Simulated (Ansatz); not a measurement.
**ClF2H3O3W: density, localisation and related maps**

```xyz
10

O    -0.8019   -1.4579   -0.5583
W    -0.0966    0.1496    0.0593
O     0.8929   -0.7244    1.3855
O     1.3030    0.1021   -1.1611
F    -1.7050    0.2873    1.0108
F     0.4289    1.6907    0.9956
Cl   -1.1247    1.5813   -1.4866
H    -1.6133   -1.8661   -0.2427
H     1.3906   -0.2311    2.0459
H     1.3261    0.4686   -2.0484
```

Geometry: PBE0-D4/def2-TZVP; core potentials replace the inner electrons of W.

Theory: RKS PBE0-D4/def2-TZVPP (Ansatz 0.2.0).

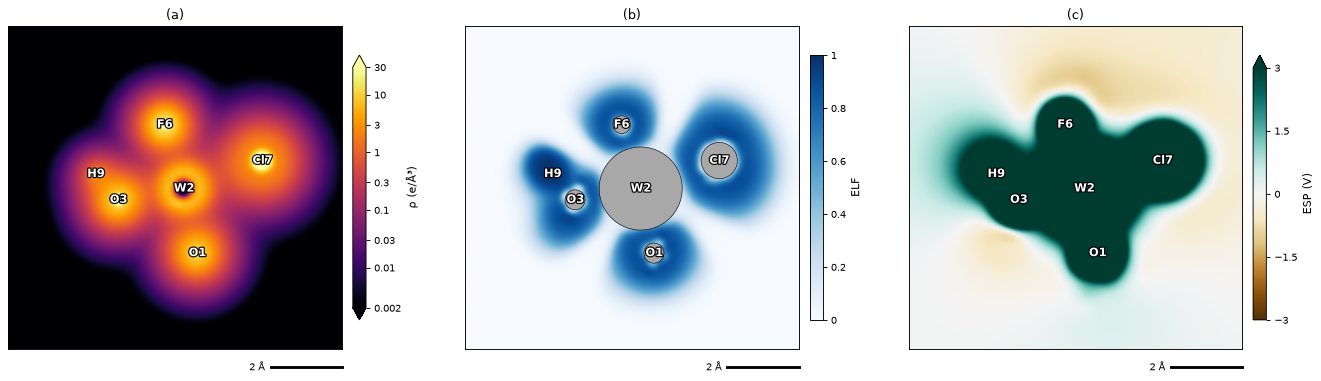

Figure 1. (a) electron density; (b) ELF; (c) electrostatic potential on the plane of atoms W2, O3 and H9. Grey discs cover the atomic cores in the ELF map.

> What does the map show?

The section cuts through O, W, F, Cl and H sites. W–O (1.86 Å): ρ is about 1.2 e/Å³ halfway; the ELF peaks at about 0.85 in the valence shell of O, 0.5 Å from its nucleus, and drops to about 0.30 between the two atoms. W–F (1.88 Å): the density is about 1.1 e/Å³ at the midpoint; the ELF peaks at about 0.80 in the valence shell of F, 0.5 Å from its nucleus, and drops to about 0.25 between the two atoms. W–Cl (2.34 Å): ρ at the midpoint is about 0.68 e/Å³; the ELF peaks at about 0.85 in the valence shell of Cl, 0.8 Å from its nucleus, and is about 0.45 at the midpoint. O–H (0.96 Å): ρ is about 3.8 e/Å³ halfway; the ELF climbs to about 1 towards the hydrogen, as it does in any bond to H; a covalent bond by its length. Outside the dense part of the molecule the potential is most negative (−1.1 V) near F6.

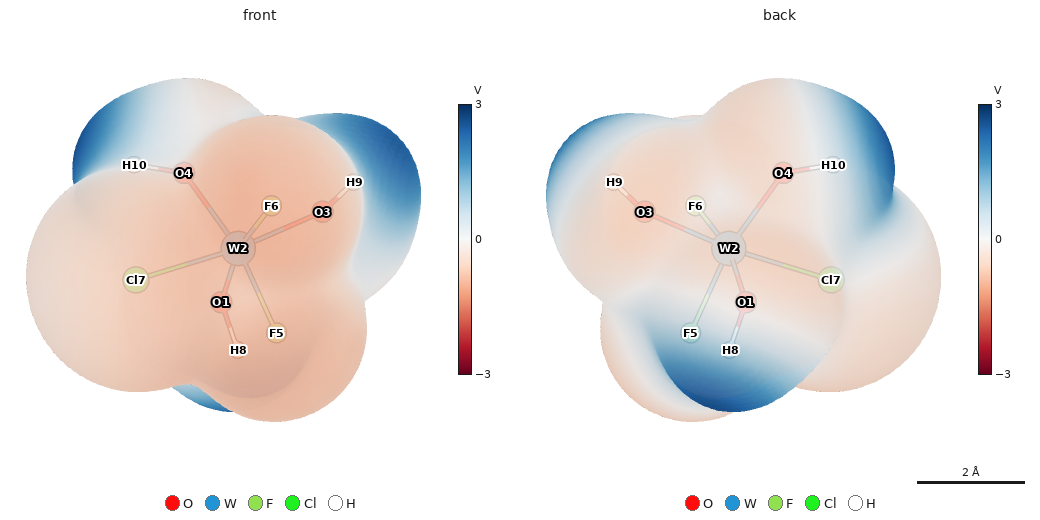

Figure 2. The electrostatic potential painted on the density surface at 0.001 e/bohr³, seen from the front and from behind; the colour scale runs from red (negative) to blue (positive).

> Where is the surface potential most negative and most positive?

The most negative region (about −1.0 V) lies over F5 and F6, the most positive (about +2.6 V) over H8 and H10.

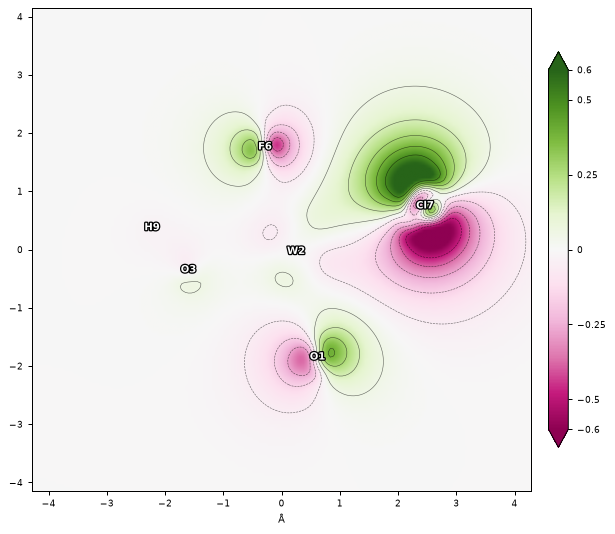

Figure 3. The HOMO−1 on the plane of atoms W2, O3 and H9 (values in Å⁻³ᐟ²; the overall sign is arbitrary).

> Where does this orbital lie, and at what energy?

It lies mainly on Cl7 (about 80 %) and O1 (about 5 %); largely a lone pair of Cl7. Its energy is −9.00 eV.
